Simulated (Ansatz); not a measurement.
# The cluster Ti₂H₃+: one molecule under many settings

How do the results and run time of the cluster Ti₂H₃+ respond when the settings are drawn wide?

Computed with Ansatz 0.2.0, Gaussian basis. Level: the settings change from run to run.

3 further runs of the same task are left out: 1 that didn't finish, 2 set aside as unsound or not needed. Runs told in other sessions of the task aren't counted.

**1. The molecule**

The structure was relaxed beforehand with B3LYP-D4 in a triple-zeta def2 set.

5 atoms, charge 1, spin multiplicity 1.

Atoms are counted from 1 here; the program's logs count them from 0.

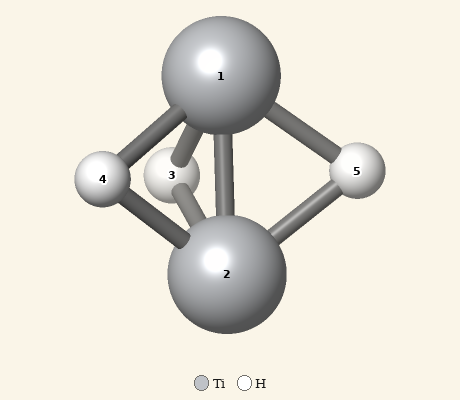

The geometry (titanium light grey, hydrogen white); atoms are numbered from 1 in the order of the file.

**2. wB97M-V/def2-mTZVPP**

The input, in.yaml:

```yaml
crystal:
  periodic: [false, false, false]
  atoms:
    - {symbol: Ti, position_ang: [0.004110, -0.516294, -0.955674]}
    - {symbol: Ti, position_ang: [0.455146, 0.509552, 0.844500]}
    - {symbol: H, position_ang: [-1.249586, 0.018169, 0.303022]}
    - {symbol: H, position_ang: [0.247497, 1.273316, -0.787658]}
    - {symbol: H, position_ang: [0.542832, -1.284732, 0.595819]}
basis:
  gaussian: {orbitals: def2-mTZVPP}
total_charge: 1
hamiltonian: {xc: {name: wB97M-V}}
scf: {omitted_lower_state_checks: [starts]}
output: {forces: true}
```

Command:

```
ansatz run in.yaml --threads 4 --pin off --events-out ev --progress --plain --max-ram 3916MiB
```

Log, shortened:

```text
Functional definition: wB97M-V
  name "wB97M-V"
  cite "Mardirossian & Head-Gordon, J. Chem. Phys. 144, 214110 (2016) doi:10.1063/1.4952647"
  cite "Becke, J. Chem. Phys. 107, 8554 (1997) doi:10.1063/1.475007"
  cite "Vydrov & Van Voorhis, J. Chem. Phys. 133, 244103 (2010) doi:10.1063/1.3521275"
  # Of w^i u^j: cxij and so on, Table III.
[...]
  gx(w, u) = 1 - cx + cx01*u + cx10*w
  gss(w, u) = css00 + css04*u^4 + css10*w + css20*w^2 + css43*w^4*u^3
  gos(w, u) = cos00 + cos10*w + (cos20 + cos21*u)*w^2 + (cos60 + cos61*u)*w^6
[...]
      + integral(e_c_pw_mod_opposite_spin*gos(b97_w_opposite, b97_u_opposite)) + vv10(b, c)
[...]
819 factors; integrals over basis functions are off by at most 8.4e-4 eV
188 factors; integrals over basis functions are off by at most 1.3e-5 eV
[...]
mean field -46264.77354132 eV, -1700.1990682538 hartree, gradient 3.9e-6 eV, S^2 0.000000; 0 other end points of the search recorded, 0 dependent functions left out
[...]
reference -46264.77361403 eV, -1700.1990709256 hartree; 23, 23 occupied and 58, 58 virtual orbitals, 819 factors
Total energy: -46264.77361403 eV, -1700.1990709256 hartree
Atom 0 at     0.004110    -0.516294    -0.955674 Å, force     0.117071     0.200133     0.339969 eV/Å
Atom 1 at     0.455146     0.509552     0.844500 Å, force    -0.056814    -0.198654    -0.357181 eV/Å
Atom 2 at    -1.249586     0.018169     0.303022 Å, force    -0.032899     0.001814     0.006759 eV/Å
Atom 3 at     0.247497     1.273316    -0.787658 Å, force    -0.012573    -0.022488     0.016226 eV/Å
Atom 4 at     0.542832    -1.284732     0.595819 Å, force    -0.014784     0.019195    -0.005773 eV/Å
Dipole moment:     0.255208    -0.003937    -0.061710 e Å
Checks for a lower state left out: starts
```

Run time: 14 s. Hardware: 4 threads of Arm Neoverse V1, shared host.

Largest force 0.413 eV/Å.

**3. RPBE/6-31G***

Options: atoms shaken by 0.03 Å, D4 dispersion, the search for lower states set to off.

The input, in.yaml:

```yaml
crystal:
  periodic: [false, false, false]
  atoms:
    - {symbol: Ti, position_ang: [0.019813, -0.488413, -0.941960]}
    - {symbol: Ti, position_ang: [0.486067, 0.544459, 0.851716]}
    - {symbol: H, position_ang: [-1.221153, 0.060906, 0.358329]}
    - {symbol: H, position_ang: [0.257156, 1.288993, -0.849797]}
    - {symbol: H, position_ang: [0.491085, -1.322847, 0.609793]}
basis:
  gaussian: {orbitals: "6-31G*"}
total_charge: 1
hamiltonian: {xc: {name: RPBE}, dispersion: d4}
scf: {lower_state_search: off}
```

Launched as before.

Log, shortened:

```text
Functional definition: RPBE
  name "RPBE"
  cite "Hammer, Hansen & Nørskov, Phys. Rev. B 59, 7413 (1999) doi:10.1103/PhysRevB.59.7413"
  cite "Perdew, Burke & Ernzerhof, Phys. Rev. Lett. 77, 3865 (1996) doi:10.1103/PhysRevLett.77.3865"
[...]
948 factors; their error is unknown
[...]
mean field -46263.63145830 eV, -1700.1570974768 hartree, gradient 7.3e-6 eV, S^2 0.000000; 0 other end points of the search recorded, 0 dependent functions left out
reference -46263.63152056 eV, -1700.1570997649 hartree; 23, 23 occupied and 55, 55 virtual orbitals, 948 factors
Total energy: -46263.95747620 eV, -1700.1690784138 hartree
Checks for a lower state left out: stability, starts, cluster_reference, orbital_swaps, neighbouring_geometries, increment
```

It took 0.5 s on 4 threads of Arm Neoverse V1, shared host.

**4. RPA/def2-TZVPD**

Set apart from the defaults: charge 0, multiplicity 2.

The input, in.yaml:

```yaml
crystal:
  periodic: [false, false, false]
  atoms:
    - {symbol: Ti, position_ang: [0.004110, -0.516294, -0.955674]}
    - {symbol: Ti, position_ang: [0.455146, 0.509552, 0.844500]}
    - {symbol: H, position_ang: [-1.249586, 0.018169, 0.303022]}
    - {symbol: H, position_ang: [0.247497, 1.273316, -0.787658]}
    - {symbol: H, position_ang: [0.542832, -1.284732, 0.595819]}
basis:
  gaussian: {orbitals: def2-TZVPD}
magnetization: {spin_polarized: true, initial_magnetization: 1}
hamiltonian: {xc: {name: HF}}
correlation: {method: rpa}
scf: {omitted_lower_state_checks: [starts]}
```

Launched as before.

Log, shortened:

```text
Functional definition: HF
  name "HF"
  cite "Fock, Z. Phys. 61, 126 (1930) doi:10.1007/BF01340294"
  parent pbe
[...]
1082 factors; integrals over basis functions are off by at most 1.1e-3 eV
[...]
mean field -46217.27711833 eV, -1698.4536069030 hartree, gradient 2.2e-6 eV, S^2 2.603340; 0 other end points of the search recorded, 0 dependent functions left out
10 core orbitals not correlated: weight in the atoms' cores, before any rotation towards them, 1.000 or more for the frozen orbitals, at most 0.000 for the correlated occupied ones
reference -46217.27711833 eV, -1698.4536069030 hartree; 14, 13 occupied and 99, 100 virtual orbitals, 1082 factors
Total energy: -46236.29849842 eV, -1699.1526297281 hartree
Checks for a lower state left out: starts
```

Wall time 6 s (4 threads of Arm Neoverse V1, shared host).

⟨S²⟩ 2.603. The spin excess of 1.85 shows a contaminated determinant.

**5. B97/def2-mTZVP**

This run has a point charge of 1.00 e beside it.

Changes to in.yaml since step 4:

```diff
@@ -9,6 +9,5 @@
 basis:
-  gaussian: {orbitals: def2-TZVPD}
-magnetization: {spin_polarized: true, initial_magnetization: 1}
-hamiltonian: {xc: {name: HF}}
-correlation: {method: rpa}
+  gaussian: {orbitals: def2-mTZVP, point_charges: [{charge: 1.00, position_ang: [4.331, -0.183, -0.131]}]}
+total_charge: 1
+hamiltonian: {xc: {name: B97}}
 scf: {omitted_lower_state_checks: [starts]}
```

The command is unchanged.

Log, shortened:

```text
Functional definition: B97
  name "B97"
  cite "Becke, J. Chem. Phys. 107, 8554 (1997) doi:10.1063/1.475007"
[...]
      + integral(e_c_pw_opposite_spin*poly(b97_u_opposite, cos0, cos1, cos2))
[...]
789 factors; integrals over basis functions are off by at most 1.9e-4 eV
[...]
mean field -46260.93775590 eV, -1700.0581057394 hartree, gradient 6.7e-5 eV, S^2 0.000000; 0 other end points of the search recorded, 0 dependent functions left out
reference -46260.93779260 eV, -1700.0581070882 hartree; 23, 23 occupied and 52, 52 virtual orbitals, 789 factors
Total energy: -46260.93779260 eV, -1700.0581070882 hartree
Checks for a lower state left out: starts
```

Run time: 2.5 s. Hardware: 4 threads of Arm Neoverse V1, shared host.

**6. All runs side by side**

```
              level  charge  multiplicity               geometry  functions  energy (eV)   time
wB97M-V/def2-mTZVPP       1             1                relaxed         81   -46264.774   14 s
        RPBE/6-31G*       1             1                 shaken         78   -46263.957  0.5 s
     RPA/def2-TZVPD       0             2                relaxed        123   -46236.298    6 s
     B97/def2-mTZVP       1             1  relaxed, point charge         75   -46260.938  2.5 s
```

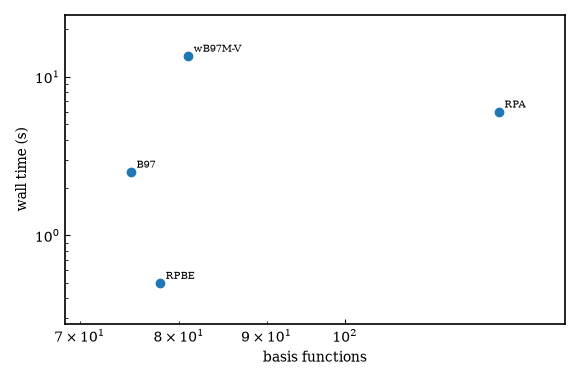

Wall time against the number of basis functions (shared host).

**7. Summary of results**

| quantity | value |
| --- | --- |
| runs | 4 |
| quickest | RPBE/6-31G*, 0.5 s |
| slowest | wB97M-V/def2-mTZVPP, 14 s |

**Reading.** The runs differ in state or geometry as well as level, so their energies can't be set against each other. Run time spans a factor of 27, from RPBE/6-31G* to wB97M-V/def2-mTZVPP. The jobs differ in tasks and options as well as level. At the B3LYP-D4/def2-TZVP geometry and in the same state, the sound runs without point charges leave forces up to 0.41 eV/Å (wB97M-V/def2-mTZVPP).
